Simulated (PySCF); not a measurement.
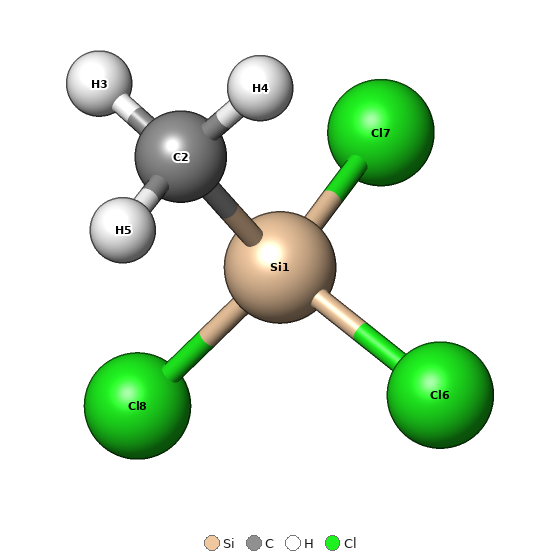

Structure of CH₃Cl₃Si, SMILES C[Si](Cl)(Cl)Cl.

GIAO shifts, KT2/pcSseg-1 with PySCF 2.14.0, at a PBE0-D3(BJ)/def2-SVP geometry (no frequency check), against TMS for ¹³C computed at the same level. Gas phase, fully decoupled, line heights follow the number of nuclei, widths are arbitrary (no quadrupolar broadening); values of one conformer, averaged over methyl-type rotors and exact or near symmetry.

> Predict the ¹³C spectrum.

1 signal.


| δ (ppm) | nuclei | atoms |
| --- | --- | --- |
| 13.0 | 1 | C2 |

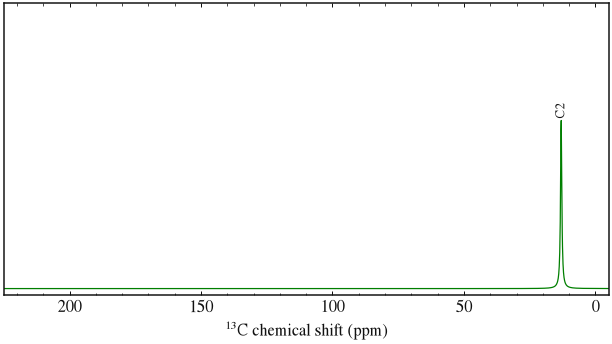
